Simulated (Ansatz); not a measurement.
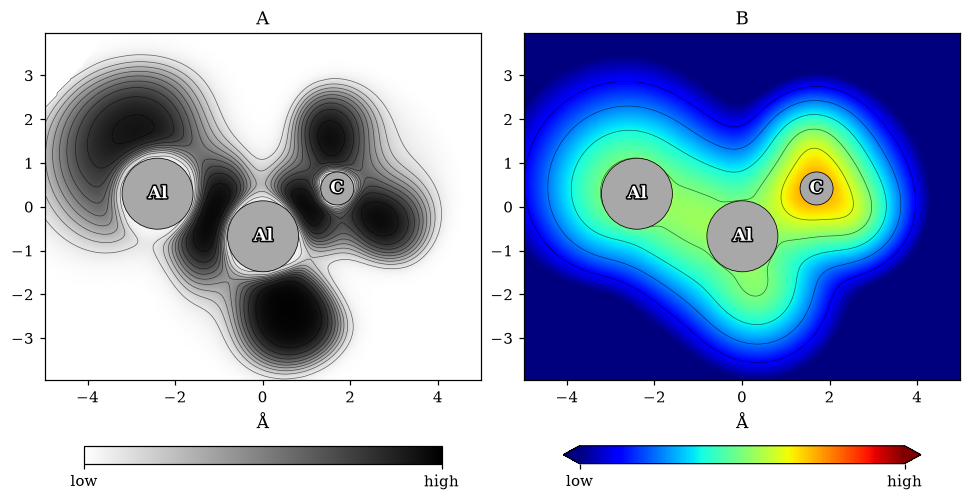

CH5Al2 (charge −1): 2 fields on the plane of atoms C1, Al2 and Al3, with unlabelled colour scales. Grey discs cover the atomic cores.

Geometry: PBE0-D4/def2-TZVPD; the highest occupied orbital lies above zero, a sign that basis and functional describe the outermost electron poorly.

Theory: RKS PBE0-D4/def2-TZVPPD in Ansatz 0.2.0.

Question: Which field does each panel show? The fields are: electron density and electron localisation function.

Answer: Panel A: electron localisation function. Panel B: electron density. From the grid: C–Al (2.02 Å): the density is about 0.64 e/Å³ at the midpoint; the ELF peaks at about 0.95 between the atoms: a shared but strongly polarised pair. Al–Al (2.60 Å): ρ is about 0.35 e/Å³ halfway; the ELF peaks at about 0.95 between the atoms; a covalent bond.
